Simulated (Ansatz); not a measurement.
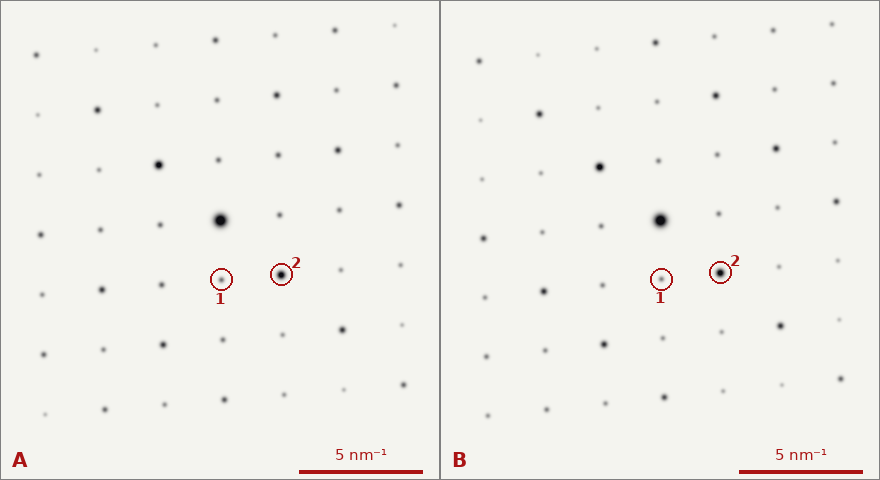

Kinematic electron diffraction patterns (120 kV, B = 0.5 Å², same scale) along [100] of the run's own cell, for the start and the end of one relaxation of Rb2Ge with DFT PBE, scalar-relativistic, plane waves, PAW in Ansatz. k mesh 16×16×16. The start is a generated model structure, and the relaxation ends in the nearest stationary point of its symmetry, not necessarily the ground state. Spot 1 is 0 -1 0 and spot 2 is 0 0 -1 in both.

Start structure:

```
CELL_PARAMETERS angstrom
-2.15435 2.15435 7.33201
2.15435 -2.15435 7.33201
2.15435 2.15435 -7.33201
ATOMIC_POSITIONS crystal
Rb 0.63474 0.63474 0.00000
Rb 0.36526 0.36526 0.00000
Ge 0.00000 0.00000 0.00000
```

Which pattern belongs to the start structure, and which to the relaxed one?

B is the start: its cell gives d(1) = 4.134 Å, d(2) = 3.047 Å and an angle of 47.3°. A is the relaxed structure, with d(1) = 4.078 Å (-1.3 %), d(2) = 2.971 Å (-2.5 %) and 46.7°.

Name reflections whose intensity changes strongly on relaxation.

0 2 -1 goes from 3.9 to 9.3 % of the strongest spot.

What did the relaxation do to the structure and the energy?

The volume changed by +10.0 % to 49.90 Å³ an atom; with the mean shift removed, the atoms moved by up to 0.21 Å relative to the cell (Rb most); the space group stayed I4/mmm (No. 139); the free energy fell by 7.1 meV an atom. Relaxed cell: a = 8.986 Å, b = 8.986 Å, c = 8.986 Å, α = 152.96°, β = 152.96°, γ = 38.61°.
